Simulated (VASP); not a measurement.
Band structure of HfSb (relaxed from the CsCl type structure, space group Pm-3m). These are LDA (Ceperley-Alder, Perdew-Zunger), VASP's LDA PAW potentials (set 64) (plane waves; VASP) values and carry that method's errors.

Unless said otherwise, spin-orbit coupling is left out, though it shifts the bands of the heavy elements here.

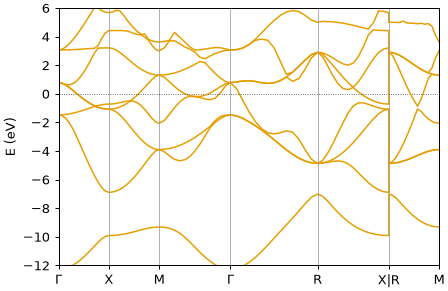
Fig. 1. Bands along high-symmetry lines, zero at the valence-band maximum or, without a gap, the Fermi level

### Question
Read the plot: is there a gap, and where are the band edges?

### Answer
It has no gap at this level: it comes out as a metal or semimetal. (Edges off the drawn lines would not show.)

The structure was generated: HfSb was put into the CsCl type type (Pm-3m), which need not be its known phase. It was relaxed first, which changed the volume by -39 %. The electron count is odd and the run is not spin-polarised, which forces a metal.
